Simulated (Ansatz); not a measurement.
# CaSe2 (element-swapped structure): how the settings move a single-point run, part 2 of 2

Question: which choices in the input matter for CaSe2 (element-swapped structure)?

Ansatz 0.2.0; reference level DFT r2SCAN, plane waves, PAW, scalar-relativistic, no spin polarisation. Earlier steps stand in the parts before.

### 4 Changed: symmetry.detect false, xc_grid 2, tolerance left out

input.yaml reads:

```yaml
crystal:
  lattice:
    - [3.466456, 0.0, 0.0]
    - [-1.733228, 3.002044, 0.0]
    - [0.0, 0.0, 13.688382]
  atoms:
    - { symbol: Ca, position: [0.33333, 0.66667, 0.25] }
    - { symbol: Ca, position: [0.66666, 0.33333, 0.75] }
    - { symbol: Se, position: [0.33333, 0.66667, 0.6211] }
    - { symbol: Se, position: [0.66666, 0.33333, 0.1211] }
    - { symbol: Se, position: [0.33333, 0.66667, 0.8789] }
    - { symbol: Se, position: [0.66667, 0.33334, 0.3789] }
  symmetry: { detect: false }
kpoints:
  mp_grid: { grid: [6, 6, 2], shift: [0, 0, 0] }
magnetization:
  spin_polarized: false
scf:
  occupations: { method: fermi_dirac, width: 0.0248 }
hamiltonian:
  pseudopotentials: { kind: paw }
  xc: r2scan
basis:
  ecutwfc: 500
  xc_grid: 2
output:
  forces: true
  stress: true
  eigenvalues: true
```

On the command line:

```sh
$ ansatz run input.yaml --threads 1 --pin off --max-ram 2560MiB --backend cpu --events-out ev --progress --plain --runs-dir out
```

What it wrote, cut to the lines that bear on the results:

```text
Warning: RAYON_NUM_THREADS=1 ignored (pool sized by the plan → 1); use --threads N
[...]
Pseudopotentials: kind: paw
Pseudopotential: Ca, paw, valence charge 10, recommended cutoff 500 eV (meta_gga), Ca.paw.azcp
Pseudopotential: Se, paw, valence charge 16, recommended cutoff 500 eV (meta_gga), Se.paw.azcp
Functional definition: r2SCAN
[...]
Crystal: 6 atoms, lattice volume = 142.448 Å³
Basis set: ecut = 500 eV, 3625 PW (Γ), exchange–correlation on 54×54×200 points (8 copies of the dense FFT grid, shifted against one another)
Bands: 51, of which v1, the nominal top of the filled ones, is band 42 counted from 1 (41 counted from 0)
Symmetry: 1 space group operations
k-points: 40 of 72 (time reversal used)
[...]
SCF iter   1: F=—  HF=-25557.582818 eV  |F-HF|=—  |Δ(HF+E_count)|=         —  Δρ=6.37e-3  dr2=1.53e-1  dr2_τ=3.28e-2  ethr=1.77e-3  ⟨swp⟩=10.6  Hψ=9360  notcnv=0  defer=16
[...]
SCF iter   8: F=-25557.752844 eV  HF=-25557.752844 eV  |F-HF|=1.99e-8  |Δ(HF+E_count)|=   1.28e-7  Δρ=3.33e-6  dr2=1.67e-8  dr2_τ=5.54e-10  ethr=1.19e-10  ⟨swp⟩=10.0  Hψ=9559  notcnv=0
[...]
SCF converged after 8 iterations
Free energy (F): -25557.752844 eV
[...]
E sigma→0 (E₀):  -25557.742556 eV
Entropy (-TS):   -0.020576 eV (-3.429 meV/atom)
Fermi energy:    7.332822 eV
[...]
--- Forces (eV/Å), atoms counted from 1 ---
  atom   1  Ca     0.00006371    -0.00001606     0.00002191
  atom   2  Ca     0.00000184     0.00012705     0.00000458
  atom   3  Se    -0.00000070    -0.00006410    -2.52015039
  atom   4  Se    -0.00000507     0.00005130    -2.52015589
  atom   5  Se    -0.00000090    -0.00006239     2.52015538
  atom   6  Se    -0.00005666    -0.00003653     2.52015176
[...]
--- Stress (GPa, compression-positive) ---
       11.756256       0.000103      -0.000106
        0.000103      11.756818      -0.000183
       -0.000106      -0.000183      19.955692
  P = ⅓ Tr σ = 14.4896 GPa (144.896 kbar)
--- Band table (eV; the first three rows and the last of 40) ---
[...]
```

Wall time 42 s (1 thread of Intel Xeon Platinum 8375C at 2.90GHz (Ice Lake), shared host); peak memory 0.6 GiB.

Changing the use of symmetry and numerical grids hardly moves the energy: 0.0 meV/atom. Cost: 42 s against 16 s.

### 5 Variant: symmetry.detect false, mixing.algorithm msr1, mixing.beta 0.3, tolerance left out

input.yaml reads:

```yaml
crystal:
  lattice:
    - [3.466456, 0.0, 0.0]
    - [-1.733228, 3.002044, 0.0]
    - [0.0, 0.0, 13.688382]
  atoms:
    - { symbol: Ca, position: [0.33333, 0.66667, 0.25] }
    - { symbol: Ca, position: [0.66666, 0.33333, 0.75] }
    - { symbol: Se, position: [0.33333, 0.66667, 0.6211] }
    - { symbol: Se, position: [0.66666, 0.33333, 0.1211] }
    - { symbol: Se, position: [0.33333, 0.66667, 0.8789] }
    - { symbol: Se, position: [0.66667, 0.33334, 0.3789] }
  symmetry: { detect: false }
kpoints:
  mp_grid: { grid: [6, 6, 2], shift: [0, 0, 0] }
magnetization:
  spin_polarized: false
scf:
  occupations: { method: fermi_dirac, width: 0.0248 }
  mixing: { algorithm: msr1, beta: 0.3 }
hamiltonian:
  pseudopotentials: { kind: paw }
  xc: r2scan
basis:
  ecutwfc: 500
output:
  forces: true
  stress: true
  eigenvalues: true
```

On the command line:

```sh
$ ansatz run input.yaml --threads 1 --pin off --max-ram 2560MiB --backend cpu --events-out ev --progress --plain --runs-dir out
```

What it wrote, cut to the lines that bear on the results:

```text
Warning: RAYON_NUM_THREADS=1 ignored (pool sized by the plan → 1); use --threads N
[...]
Pseudopotentials: kind: paw
Pseudopotential: Ca, paw, valence charge 10, recommended cutoff 500 eV (meta_gga), Ca.paw.azcp
Pseudopotential: Se, paw, valence charge 16, recommended cutoff 500 eV (meta_gga), Se.paw.azcp
Functional definition: r2SCAN
[...]
Crystal: 6 atoms, lattice volume = 142.448 Å³
Basis set: ecut = 500 eV, 3625 PW (Γ), exchange–correlation on 108×108×400 points (64 copies of the dense FFT grid, shifted against one another)
Bands: 51, of which v1, the nominal top of the filled ones, is band 42 counted from 1 (41 counted from 0)
Symmetry: 1 space group operations
k-points: 40 of 72 (time reversal used)
[...]
SCF iter   1: F=—  HF=-25557.582872 eV  |F-HF|=—  |Δ(HF+E_count)|=         —  Δρ=6.37e-3  dr2=1.53e-1  dr2_τ=3.28e-2  ethr=1.77e-3  ⟨swp⟩=10.6  Hψ=9358  notcnv=0  defer=16
[...]
SCF iter   8: F=-25557.752893 eV  HF=-25557.752893 eV  |F-HF|=6.04e-8  |Δ(HF+E_count)|=   7.12e-7  Δρ=7.35e-6  dr2=8.63e-8  dr2_τ=8.16e-9  ethr=1.19e-10  ⟨swp⟩=10.1  Hψ=9220  notcnv=0
[...]
SCF converged after 8 iterations
Free energy (F): -25557.752893 eV
[...]
E sigma→0 (E₀):  -25557.742605 eV
Entropy (-TS):   -0.020575 eV (-3.429 meV/atom)
Fermi energy:    7.332848 eV
[...]
--- Forces (eV/Å), atoms counted from 1 ---
  atom   1  Ca     0.00006271    -0.00001579    -0.00003814
  atom   2  Ca     0.00000097     0.00012742    -0.00003280
  atom   3  Se    -0.00000283    -0.00006242    -2.52037211
  atom   4  Se    -0.00000777     0.00005341    -2.52037513
  atom   5  Se     0.00000088    -0.00006402     2.52036636
  atom   6  Se    -0.00005561    -0.00003695     2.52037768
[...]
--- Stress (GPa, compression-positive) ---
       11.755800       0.000103      -0.000108
        0.000103      11.756364      -0.000180
       -0.000108      -0.000180      19.954753
  P = ⅓ Tr σ = 14.4890 GPa (144.890 kbar)
--- Band table (eV; the first three rows and the last of 40) ---
[...]
```

Run time: 43 s. Hardware: 1 thread of Intel Xeon Platinum 8375C at 2.90GHz (Ice Lake), shared host; peak memory 0.78 GiB.

Energy and cycle count are those of the reference, so the change (use of symmetry and mixing) left the result and the number of cycles as they were. Cost: 43 s against 16 s.

### 6 Variant: mp_grid.grid [4, 4, 1], occupations.method cold, occupations.width 0.15

input.yaml reads:

```yaml
crystal:
  lattice:
    - [3.466456, 0.0, 0.0]
    - [-1.733228, 3.002044, 0.0]
    - [0.0, 0.0, 13.688382]
  atoms:
    - { symbol: Ca, position: [0.33333, 0.66667, 0.25] }
    - { symbol: Ca, position: [0.66666, 0.33333, 0.75] }
    - { symbol: Se, position: [0.33333, 0.66667, 0.6211] }
    - { symbol: Se, position: [0.66666, 0.33333, 0.1211] }
    - { symbol: Se, position: [0.33333, 0.66667, 0.8789] }
    - { symbol: Se, position: [0.66667, 0.33334, 0.3789] }
  symmetry: { tolerance: 0.0003 }
kpoints:
  mp_grid: { grid: [4, 4, 1], shift: [0, 0, 0] }
magnetization:
  spin_polarized: false
scf:
  occupations: { method: cold, width: 0.15 }
hamiltonian:
  pseudopotentials: { kind: paw }
  xc: r2scan
basis:
  ecutwfc: 500
output:
  forces: true
  stress: true
  eigenvalues: true
```

On the command line:

```sh
$ ansatz run input.yaml --threads 1 --pin off --max-ram 2560MiB --backend cpu --events-out ev --progress --plain --runs-dir out
```

What it wrote, cut to the lines that bear on the results:

```text
Warning: the atoms were moved onto the symmetric positions of the space group found under crystal.symmetry.tolerance 3.0e-4 (fractional; no operation is sought that the atoms, as they stand in a round, miss by more than twice it, and no atom is moved by as much as it), and the run uses [...]
Warning: RAYON_NUM_THREADS=1 ignored (pool sized by the plan → 1); use --threads N
[...]
Pseudopotentials: kind: paw
Pseudopotential: Ca, paw, valence charge 10, recommended cutoff 500 eV (meta_gga), Ca.paw.azcp
Pseudopotential: Se, paw, valence charge 16, recommended cutoff 500 eV (meta_gga), Se.paw.azcp
Functional definition: r2SCAN
[...]
Crystal: 6 atoms, lattice volume = 142.448 Å³
Basis set: ecut = 500 eV, 3625 PW (Γ), exchange–correlation on 108×108×400 points (64 copies of the dense FFT grid, shifted against one another)
Bands: 51, of which v1, the nominal top of the filled ones, is band 42 counted from 1 (41 counted from 0)
Symmetry: 24 space group operations
Space group: P63/mmc (ITA 194), of the structure as read, at distance tolerance 1.6e-3 Å
[...]
SCF converged after 9 iterations
Stability not checked: this state was not tested for a lower state beside it, because cold or Methfessel-Paxton smearing, or corrected tetrahedra, fill the levels in a way that the test cannot read (fill_not_monotonic; see scf.lower_state_search)
Free energy (F): -25557.963712 eV
[...]
E sigma→0 (E₀):  -25557.951490 eV
Entropy (-TS):   -0.036666 eV (-6.111 meV/atom)
Fermi energy:    7.523285 eV
[...]
--- Forces (eV/Å), atoms counted from 1 ---
  atom   1  Ca    -0.00000000    -0.00000000    -0.00000000
  atom   2  Ca     0.00000000     0.00000000     0.00000000
  atom   3  Se     0.00000000    -0.00000000    -2.97853982
  atom   4  Se     0.00000000    -0.00000000    -2.97853982
  atom   5  Se     0.00000000     0.00000000     2.97853982
  atom   6  Se    -0.00000000     0.00000000     2.97853982
[...]
--- Stress (GPa, compression-positive) ---
       10.867890       0.000000      -0.000000
        0.000000      10.867890       0.000000
       -0.000000       0.000000      22.790742
  P = ⅓ Tr σ = 14.8422 GPa (148.422 kbar)
--- Band table (eV) ---
[...]
```

Wall time 8.4 s (1 thread of Intel Xeon Platinum 8375C at 2.90GHz (Ice Lake), shared host); peak memory 0.69 GiB.

Changing the k-point mesh and smearing moves the energy by -34.8 meV/atom (σ→0 values), and the pressure goes from 14.5 to 14.8 GPa and the largest force goes from 2.52 to 2.98 eV/Å. More than one kind of setting changed, and this run alone doesn't tell their shares apart. Cost: 9 SCF cycles against 8, 8.4 s against 16 s. These settings are too coarse to quote as the system's properties.

### 7 Side by side

What follows sums up all 2 parts.

| run | ending | energy change | pressure (GPa) | gap (eV) | force (eV/Å) | cycles | time |
| --- | --- | --- | --- | --- | --- | --- | --- |
| reference | converged | 0 | 14.5 | 0.00 | 2.52 | 8 | 16 s |
| 1: mp_grid.shift [0.5, 0.5, 0.5] | converged | +13.9 meV/atom | 15.0 | 0.00 | 2.78 | 8 | 15 s |
| 2: symmetry.detect false, xc_grid 2, tolerance left out | converged | 0.0 meV/atom | 14.5 | 0.00 | 2.52 | 8 | 42 s |
| 3: symmetry.detect false, mixing.algorithm msr1, mixing.beta 0.3, tolerance left out | converged | 0.0 meV/atom | 14.5 | 0.00 | 2.52 | 8 | 43 s |
| 4: mp_grid.grid [4, 4, 1], occupations.method cold, occupations.width 0.15 | converged | -34.8 meV/atom (σ→0) | 14.8 | 0.00 | 2.98 | 9 | 8.4 s |

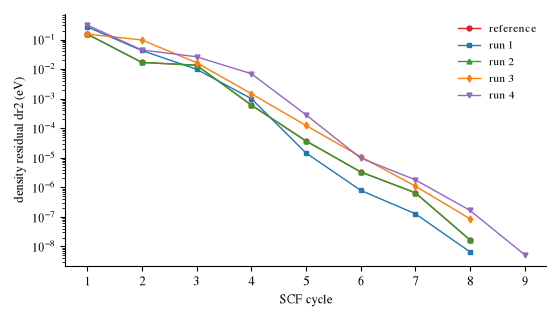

Residual by cycle in the longest SCF loop of each run; runs are numbered as in the table.

What this shows: Of the variants the dearest is «symmetry.detect false, mixing.algorithm msr1, mixing.beta 0.3, tolerance left out» (43 s), the cheapest «mp_grid.grid [4, 4, 1], occupations.method cold, occupations.width 0.15» (8.4 s), on a shared host. The structure is not at rest: the sound run finds 14 GPa, so these are no properties of the relaxed crystal. 

The reference has limits of its own: its mesh is coarse for a cell with so small a gap or none; the structure is made up and not relaxed.
